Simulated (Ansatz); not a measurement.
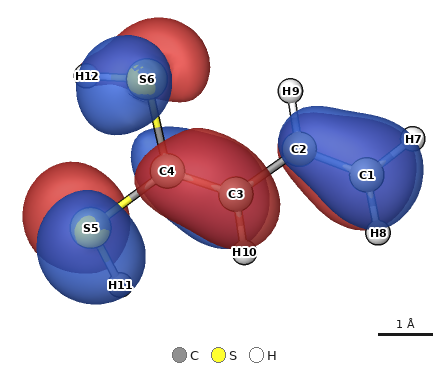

C₄H₆S₂ (SMILES C=CC=C(S)S). One frontier orbital at ±0.08 Å⁻³ᐟ² (red and blue are the two phases), seen across its widest extent.

Geometry: B3LYP/def2-SVP.

Theory: isolated molecule in a Gaussian basis; Kohn-Sham density functional theory, functional PBE0 in Ansatz 0.2.0.

```xyz
12

C    -2.2773   -0.8989   -1.6158
C    -1.1425   -1.1278   -0.9295
C    -0.5960   -0.2228    0.0654
C     0.5023   -0.4406    0.8322
S     1.1879    0.7392    1.9722
S     1.3195   -2.0225    0.8948
H    -2.6385   -1.6042   -2.3678
H    -2.8802   -0.0012   -1.4449
H    -0.5737   -2.0433   -1.1251
H    -1.1249    0.7277    0.2003
H     0.6212    1.8435    1.4282
H     2.5838   -1.5353    0.9258
```

**Which orbital is it: HOMO or LUMO?**

The HOMO, at −6.20 eV. It lies mainly on S5 (about 20 %), C1 (about 20 %), C3 (about 20 %), C4 (about 15 %), S6 (about 15 %) and C2 (about 10 %).
